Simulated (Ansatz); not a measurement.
**AlSiH3Cl2 (SMILES [SiH3][Al]([Cl])[Cl]): BLYP/def2-SVP**

What is the vertical ionisation energy of AlSiH3Cl2 at BLYP/def2-SVP? 

Program for the calculation: Ansatz 0.2.0.

45 further runs of the same task are left out: 45 set aside as unsound or not needed. Runs told in other sessions of the task aren't counted.

**1. Starting point**

AlSiH3Cl2: 7 atoms, total charge 0, spin state singlet. SMILES: `[SiH3][Al]([Cl])[Cl]`. The coordinates come from a PBE0-D4/def2-TZVP relaxation.

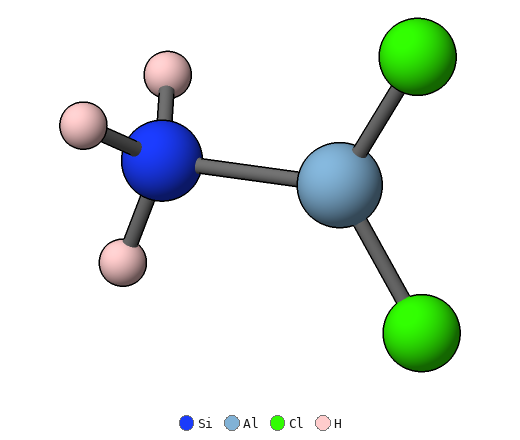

Viewed from a chosen angle; silicon blue, aluminium light blue, chlorine green, hydrogen pink.

**2. A single-point energy at BLYP/def2-SVP**

File run.yaml:

```yaml
basis:
  gaussian:
    orbitals: def2-SVP
crystal:
  periodic: [false, false, false]
  atoms:
    - symbol: Si
      position_ang: [-0.434800, 0.999700, -0.278300]
    - symbol: Al
      position_ang: [0.497800, -1.172400, 0.296300]
    - symbol: Cl
      position_ang: [2.290200, -1.318600, 1.363300]
    - symbol: Cl
      position_ang: [-0.432100, -2.964700, -0.245300]
    - symbol: H
      position_ang: [-1.709600, 0.853800, -1.028500]
    - symbol: H
      position_ang: [-0.687900, 1.781100, 0.962600]
    - symbol: H
      position_ang: [0.537600, 1.753200, -1.115800]
hamiltonian:
  xc: {name: BLYP}
accuracy: high
output:
  orbitals: {seedname: orbitals}
```

Command:

```
$ ansatz run run.yaml --threads 1 --pin off --max-ram 2610MiB --events-out events.jsonl --progress --plain --runs-dir runs
```

The program printed:

```text
Warning: RAYON_NUM_THREADS=1 ignored (pool sized by the plan → 1); use --threads N
Functional definition: BLYP
  name "BLYP"
  parameter beta = 0.0042
  parameter a = 0.04918
  parameter b = 0.132
  parameter c = 0.2533
  parameter d = 0.349
  exchange = b88_x(beta = beta)
  correlation = lyp_c(a = a, b = b, c = c, d = d)
1713 factors; integrals over basis functions are off by at most 5.6e-9 eV
mean field evaluation 1: about -39557.6533 eV, gradient 2.2e1 eV
mean field evaluation 2: about -39557.1781 eV, gradient 2.7e1 eV
mean field evaluation 4: about -39559.3412 eV, gradient 1.1e0 eV
mean field evaluation 8: about -39559.3397 eV, gradient 1.4e-2 eV
mean field evaluation 16: about -39559.3397 eV, gradient 3.3e-6 eV
mean field -39559.33967669 eV, -1453.7789188348 hartree, gradient 4.2e-8 eV, S^2 0.000000; 0 other end points of the search recorded, 0 dependent functions left out
reference -39559.33973467 eV, -1453.7789209656 hartree; 32, 32 occupied and 55, 55 virtual orbitals, 1713 factors
Total energy: -39559.33973467 eV, -1453.7789209656 hartree
```

Wall time 6.3 s (1 thread of Arm Neoverse V2, shared host); peak memory 0.21 GiB.

**3. The doublet cation at the same level**

File in.yaml:

```yaml
crystal:
  periodic: [false, false, false]
  atoms:
    - {symbol: Si, position_ang: [-0.434800, 0.999700, -0.278300]}
    - {symbol: Al, position_ang: [0.497800, -1.172400, 0.296300]}
    - {symbol: Cl, position_ang: [2.290200, -1.318600, 1.363300]}
    - {symbol: Cl, position_ang: [-0.432100, -2.964700, -0.245300]}
    - {symbol: H, position_ang: [-1.709600, 0.853800, -1.028500]}
    - {symbol: H, position_ang: [-0.687900, 1.781100, 0.962600]}
    - {symbol: H, position_ang: [0.537600, 1.753200, -1.115800]}
basis:
  gaussian: {orbitals: def2-SVP}
total_charge: 1
magnetization: {spin_polarized: true, initial_magnetization: 1}
hamiltonian: {xc: {name: BLYP}}
accuracy: high
output: {orbitals: {seedname: orbitals}}
```

Command:

```
$ ansatz run in.yaml --threads 1 --pin off --max-ram 2610MiB --events-out events.jsonl --progress --plain --runs-dir runs
```

The program printed:

```text
Warning: RAYON_NUM_THREADS=1 ignored (pool sized by the plan → 1); use --threads N
[... 9 set-up lines as earlier in the session ...]
1712 factors; integrals over basis functions are off by at most 5.6e-9 eV
mean field evaluation 1: about -39545.8256 eV, gradient 2.5e1 eV
mean field evaluation 2: about -39529.4708 eV, gradient 5.6e1 eV
mean field evaluation 4: about -39547.9014 eV, gradient 1.3e1 eV
mean field evaluation 8: about -39549.6310 eV, gradient 5.2e-1 eV
mean field evaluation 16: about -39549.6290 eV, gradient 4.6e-4 eV
mean field evaluation 32: about -39546.4530 eV, gradient 1.0e1 eV
mean field evaluation 64: about -39549.0826 eV, gradient 3.0e0 eV
mean field -39549.62901252 eV, -1453.4220585089 hartree, gradient 2.5e-8 eV, S^2 0.751802; 8 other end points of the search recorded, 0 dependent functions left out
reference -39549.62907083 eV, -1453.4220606516 hartree; 32, 31 occupied and 55, 56 virtual orbitals, 1712 factors
Total energy: -39549.62907083 eV, -1453.4220606516 hartree
```

It took 20 s on 1 thread of Arm Neoverse V2, shared host; peak memory 0.28 GiB.

**4. What came out**

Level: BLYP/def2-SVP.

```
                                          quantity           value
                   singlet AlSiH3Cl2: total energy  -1453.77892 Eh
                    singlet AlSiH3Cl2: HOMO energy        -6.89 eV
                    singlet AlSiH3Cl2: LUMO energy        -2.22 eV
                  singlet AlSiH3Cl2: HOMO–LUMO gap         4.68 eV
                      doublet cation: total energy  -1453.42206 Eh
doublet cation: HOMO energy (highest over α and β)       -12.81 eV
 doublet cation: LUMO energy (lowest over α and β)       -12.50 eV
                              doublet cation: ⟨S²⟩           0.752
vertical ionisation energy (to the doublet cation)        9.711 eV
```

**Reading.** Removing an electron at fixed nuclei costs 9.71 eV (937 kJ/mol). −ε(HOMO) before ionisation, 6.89 eV, is 2.82 eV below this ionisation energy.
